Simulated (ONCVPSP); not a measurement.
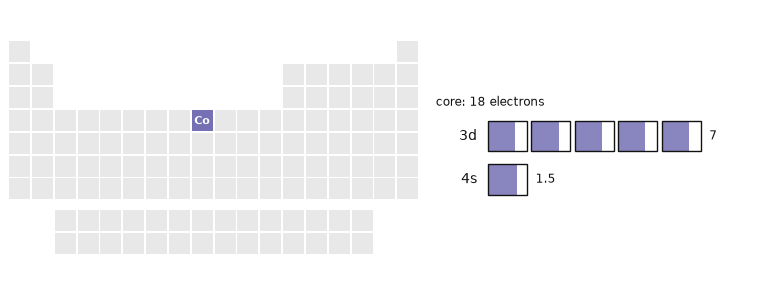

**Figure 1.** Left, the place of cobalt in the periodic table; right, the valence shells of the reference configuration: a box for each of the 2l + 1 orbitals, shaded by the share of the shell that is filled, with the electron count at the right.

**Pseudopotential generation for Co**

System: cobalt (Co, Z = 27), core [Ar], reference valence 3d7 4s1.5 (an ion of charge +0.5), valence charge 9.
Method: ONCV potential, LDA (Perdew-Wang 92), scalar-relativistic, made with ONCVPSP 4.0.1.

**Key numbers**

- outcome: generated, with a ghost state
- cutoffs needed: 70 Ha and 80 Ha (the cutoffs at which the residual kinetic energy of the hardest occupied pseudo-wave falls to 1 and 0.1 mHa per electron)
- ghost test: GHOST(-) flagged for s at -100.5 eV, p at -123.4 eV; GHOST(+) flagged for s at 113.0 eV
- largest excitation error: -1635 meV (all-electron minus pseudo) for 3d5 4s0, out of 4 test configurations
- rms error of d²Exc/dni dnj: 11.62 mHa without and 5.11 mHa with the model core
- range over which the phases arctan(r R′/R) at the test radius agree within 0.05 rad (a looser test near the poles than one of phase shifts): s: up to about 0.3 Ha; p: up to about 0.9 Ha; d: up to about 1.6 Ha; f: not judged, local potential alone
- hardware: 1 CPU thread, shared host
- wall time: 3.3 s

**Notes**

The potential has a bound ghost state, so it can't be used as it stands. An excitation error of 1635 meV in its own tests makes this a poorly transferable potential. Warnings of the program, in the generation or the tests: wellstate: moderately localized bound state found for n= 4 l= 1.

**Input file**
```
# ATOM AND REFERENCE CONFIGURATION
# atsym  z   nc   nv     iexc    psfile
  Co 27.00    5    2  -001012      upf
#
#   n    l    f
    1    0    2.00
    2    0    2.00
    2    1    6.00
    3    0    2.00
    3    1    6.00
    3    2    7.00
    4    0    1.50
#
# PSEUDOPOTENTIAL AND OPTIMIZATION
# lmax
    2
#
#   l,   rc,      ep,       ncon, nbas, qcut
    0    3.16    0.00    4    9    3.10
    1    3.10    0.11    3    8    4.10
    2    1.28    0.00    3    8   14.50
#
# LOCAL POTENTIAL
# lloc, lpopt,  rc(5),   dvloc0
    2    5    1.28    0.00
#
# VANDERBILT-KLEINMAN-BYLANDER PROJECTORs
# l, nproj, debl
    0    2    3.80
    1    1    2.80
    2    0    1.20
#
# MODEL CORE CHARGE
# icmod, fcfact, rcfact
    2    0.45    0.70
#
# LOG DERIVATIVE ANALYSIS
# epsh1, epsh2, depsh
   -2.00    5.00    0.02
#
# OUTPUT GRID
# rlmax, drl
    6.00    0.01
#
# TEST CONFIGURATIONS
# ncnf
    4
# nvcnf
#   n    l    f
    2
    3    2    7.00
    4    0    2.00
#
    2
    3    2    7.00
    4    0    1.00
#
    2
    3    2    7.00
    4    0    0.00
#
    2
    3    2    5.00
    4    0    0.00
#
```

Launched with:
```bash
oncvpsp.x < Co.dat > Co.out
```

**Log (extracts)**
```
ONCVPSP  (Optimized Norm-Conservinng Vanderbilt PSeudopotential)
scalar-relativistic version 4.0.1

#   n    l    f        energy (Ha)
    1    0    2.00    -2.7859656E+02
    2    0    2.00    -3.3121077E+01
    2    1    6.00    -2.8430649E+01
    3    0    2.00    -3.9000200E+00
    3    1    6.00    -2.5641122E+00
    3    2    7.00    -4.6616428E-01
    4    0    1.50    -3.3985499E-01

Reference configufation results
  iterations    27
  all-electron total energy (Ha)   -1.39064098D+03

Begin loop to  construct optimized pseudo wave functions
and semi-local pseudopoentials for all angular momenta

   Wellstate for l =  0  n =  8
     eigenvalue =   3.4601
     asymptotic potential =   3.9601
     half-point radius =  5.2991

Calculating optimized projector #   1

 for l=   0

    Fraction of norm inside rc  0.710002
    Optimizing pswf for qcut=   3.10 a_B^-1,  ecut=   4.81 Ha
    Residual kinetic energy error=  1.61D-05 Ha

    Energy error per electron        Cutoff
         Ha          eV             Ha
         0.01000     0.27211        1.59
         0.00100     0.02721        3.13
         0.00010     0.00272        4.02
         0.00001     0.00027        6.44

Calculating optimized projector #   2

 for l=   0

    Fraction of norm inside rc  0.155721
    Optimizing pswf for qcut=   3.10 a_B^-1,  ecut=   4.81 Ha
    Residual kinetic energy error=  7.19D-02 Ha

    Energy error per electron        Cutoff
         Ha          eV             Ha
         0.01000     0.27211       12.12
         0.00100     0.02721       29.67
         0.00010     0.00272       35.65
         0.00001     0.00027       50.64

WARNING wellstate: moderately localized bound state found for n= 4 l=  1
WARNING scattering state with energy  0.05000000
WARNING will be used for the first projector

   Wellstate for l =  1  n =  5
     eigenvalue =   0.0500
     asymptotic potential =   0.5500
     half-point radius = 13.1576

Calculating optimized projector #   1

 for l=   1

    Fraction of norm inside rc  0.151168
    Optimizing pswf for qcut=   4.10 a_B^-1,  ecut=   8.41 Ha
    Residual kinetic energy error=  4.06D-08 Ha

    Energy error per electron        Cutoff
         Ha          eV             Ha
         0.01000     0.27211        0.90
         0.00100     0.02721        1.72
         0.00010     0.00272        4.56
         0.00001     0.00027        6.06

Calculating optimized projector #   1

 for l=   2

    Fraction of norm inside rc  0.726155
    Optimizing pswf for qcut=  14.52 a_B^-1,  ecut= 105.35 Ha
    Residual kinetic energy error=  3.08D-08 Ha

    Energy error per electron        Cutoff
         Ha          eV             Ha
         0.01000     0.27211       57.45
         0.00100     0.02721       69.57
         0.00010     0.00272       79.85
         0.00001     0.00027       87.75

Construct Vanderbilt / Kleinmman-Bylander projectors

B matrix Hermiticity error, ll=   0
   1   2   -7.7010E-05

  Orthonormal projector coefficients  1.6188E+01  1.3648E+00

Model core correction analysis
  based on d2Exc/dn_idn_j

d2excae - all-electron derivatives

   -2.574334D-02   -8.040083D-03
   -8.037684D-03   -3.426843D-02

d2excps - pseudofunction derivatives with no core correction

   -4.873021D-02   -1.047587D-02
   -1.047371D-02   -3.415210D-02

rms 2nd derivative error    1.162193E-02

amplitude prefactor, scale prefactor
    4.9502    1.3339

d2excps - pseudofunction derivatives with core correction

   -3.584041D-02   -8.927790D-03
   -8.925452D-03   -3.340403D-02

rms 2nd derivative error    5.105739E-03

Pseudoatom total energy  -28.958160

Diagnostic tests using Vanderbilt-Kleinman-Bylander pseudopotentials
  1 or more projectors used as specified by nproj input data

   l    rcore       rmatch      e in        delta e   norm test  slope test

   0   3.1618365   3.2578367  -0.3398550  -0.0000003   1.0000002   1.0000030
   0   3.1618365   3.2578367   3.4601450   0.0000357   1.0000695   1.0000695

   1   3.1055996   3.1998924   0.0500000   0.0000028   1.0000019   1.0000019

   2   1.2812808   1.3201833  -0.4661643  -0.0000034   0.9999984   1.0000085

 Testing for bound ghosts
   n   l    E NL Schr. Eq   E Basis Diag.   E Cutoff

       0                       -3.694130     34.86  WARNING - GHOST(-)
   1   0       -0.339855       -0.339711     34.86

       1                       -4.533275     23.24  WARNING - GHOST(-)
   2   1       -0.160949       -0.159307     23.24

 Testing for highly-localized positive-energy ghosts
       l    <radius>/rc     E Basis Diag.   E Cutoff

       0        0.848131        4.151719     34.86  WARNING - GHOST(+)

Test configuration 0

   n   l     f        eae           eps        diff
   1   0  2.0000 -278.59656060
   2   0  2.0000  -33.12107664
   2   1  6.0000  -28.43064869
   3   0  2.0000   -3.90002003
   3   1  6.0000   -2.56411223
   3   2  7.0000   -0.46616428   -0.46616767   -3.38D-06
   4   0  1.5000   -0.33985499   -0.33985532   -3.29D-07

    Total energies and differences
      AE_ref= -1.39064098D+03  AE_tst= -1.39064098D+03  dif=  0.00D+00
      PS_ref= -2.89581600D+01  PS_tst= -2.89581600D+01  dif=  3.55D-15
      PSP excitation error= -3.55D-15

Test configuration 1

   n   l     f        eae           eps        diff
   1   0  2.0000 -278.43961764
   2   0  2.0000  -32.96719592
   2   1  6.0000  -28.27650171
   3   0  2.0000   -3.74375572
   3   1  6.0000   -2.40765133
   3   2  7.0000   -0.31094340   -0.31150928   -5.66D-04
   4   0  2.0000   -0.20850416   -0.20846827    3.59D-05

    Total energies and differences
      AE_ref= -1.39064098D+03  AE_tst= -1.39077762D+03  dif= -1.37D-01
      PS_ref= -2.89581600D+01  PS_tst= -2.90947874D+01  dif= -1.37D-01
      PSP excitation error= -6.18D-06

Test configuration 2

   n   l     f        eae           eps        diff
   1   0  2.0000 -278.76873356
   2   0  2.0000  -33.28926021
   2   1  6.0000  -28.59917884
   3   0  2.0000   -4.07085381
   3   1  6.0000   -2.73511712
   3   2  7.0000   -0.63530746   -0.63529688    1.06D-05
   4   0  1.0000   -0.48042691   -0.48094505   -5.18D-04

    Total energies and differences
      AE_ref= -1.39064098D+03  AE_tst= -1.39043626D+03  dif=  2.05D-01
      PS_ref= -2.89581600D+01  PS_tst= -2.87533149D+01  dif=  2.05D-01
      PSP excitation error= -1.22D-04

Test configuration 3

   n   l     f        eae           eps        diff
   1   0  2.0000 -279.15070235
   2   0  2.0000  -33.66025973
   2   1  6.0000  -28.97112778
   3   0  2.0000   -4.44798890
   3   1  6.0000   -3.11245936
   3   2  7.0000   -1.00676468   -1.01076644   -4.00D-03

    Total energies and differences
      AE_ref= -1.39064098D+03  AE_tst= -1.38980865D+03  dif=  8.32D-01
      PS_ref= -2.89581600D+01  PS_tst= -2.81234045D+01  dif=  8.35D-01
      PSP excitation error= -2.42D-03

Test configuration 4

   n   l     f        eae           eps        diff
   1   0  2.0000 -280.73941452
   2   0  2.0000  -35.29916507
   2   1  6.0000  -30.60554936
   3   0  2.0000   -5.95795512
   3   1  6.0000   -4.60372402
   3   2  5.0000   -2.43486175   -2.49891770   -6.41D-02

    Total energies and differences
      AE_ref= -1.39064098D+03  AE_tst= -1.38643315D+03  dif=  4.21D+00
      PS_ref= -2.89581600D+01  PS_tst= -2.46902588D+01  dif=  4.27D+00
      PSP excitation error= -6.01D-02
```

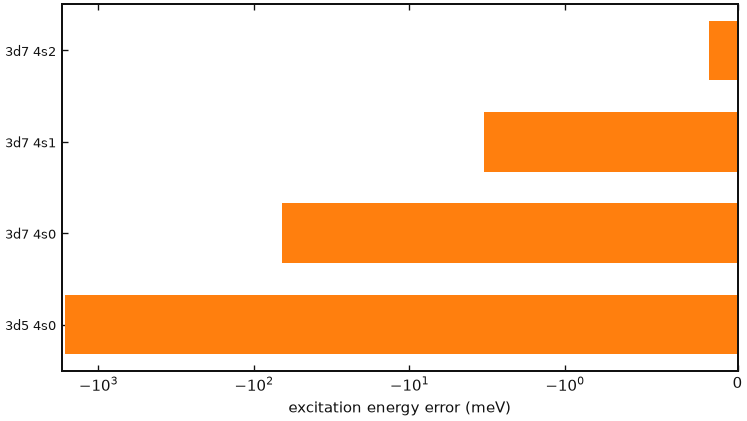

**Figure 2.** Errors, all-electron minus pseudo, of the energies of valence configurations relative to the unpolarised reference 3d7 4s1.5.

- Worst configuration: 3d5 4s0 (charge +4): the error is -1635 meV on an all-electron energy of +114.50 eV relative to the reference, or 1.4 %.
- Configurations within 10 meV and within 50 meV: 2 and 2 of 4. The potential isn't sound: its ghost test gives GHOST(-) flagged for s at -100.5 eV, p at -123.4 eV; GHOST(+) flagged for s at 113.0 eV.

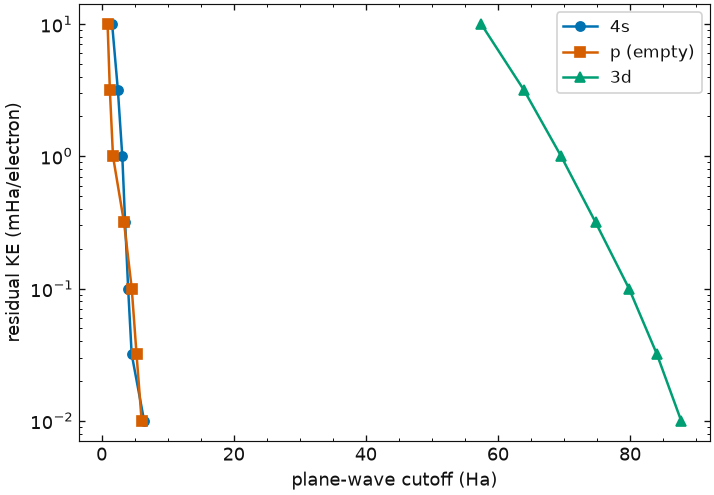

**Figure 3.** Residual kinetic energy of the pseudo-waves (the first of each channel, and further valence shells) beyond the plane-wave cutoff, as the generator prints it.

- Cutoffs for 1 mHa per electron: 3d: 70 Ha; 4s: 3.1 Ha; p (empty): 1.7 Ha.
- Cutoffs for the occupied states: 70 Ha for 1 mHa and 80 Ha for 0.1 mHa per electron. The first is set by 3d.
- Hardest wave at 1 mHa per electron: 3d, with rc = 1.28 bohr and qcut = 14.5 1/bohr. The optimisation minimises, but can't always remove, the kinetic energy above qcut²/2 = 105.1 Ha, and a larger rc would as a rule soften the wave at some cost in transferability.

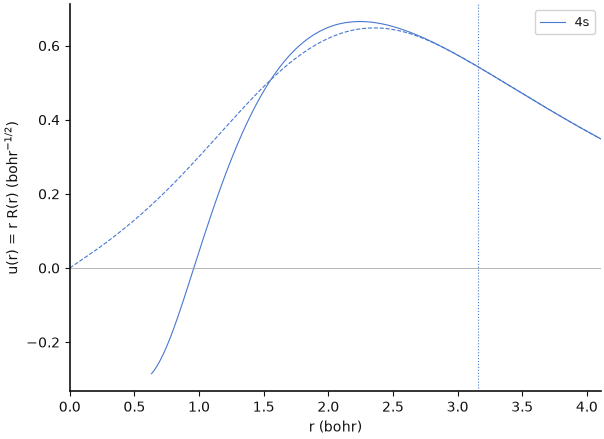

**Figure 4.** Pseudo-waves (dashed) against the all-electron radial functions (solid). Dotted lines mark the matching radii. The innermost oscillations of some all-electron curves aren't drawn. Pseudo-waves: 4s has no node.
